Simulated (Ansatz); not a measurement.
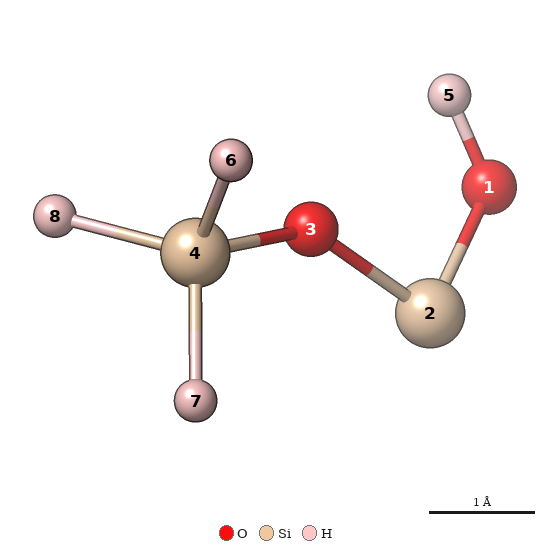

Orthographic view. Atoms fade into the background with distance from the viewer. Computed geometry: PBE0-D4/def2-TZVP optimisation.

Write a Z-matrix (Å, degrees) in the order of the atom numbers, with these reference atoms: 2 to 1; 3 to 2, 1; 4 to 3, 2, 1; 5 to 1, 2, 3; 6 to 4, 3, 2; 7 to 4, 6, 3; 8 to 4, 6, 7.

```
O  
Si   1   1.643
O    2   1.656   1   101.2
Si   3   1.646   2   142.0   1  -179.6
H    1   0.963   2   118.3   3     0.0
H    4   1.484   3   108.8   2   119.9
H    4   1.486   6   109.5   3   121.0
H    4   1.484   6   109.6   7   120.1
```
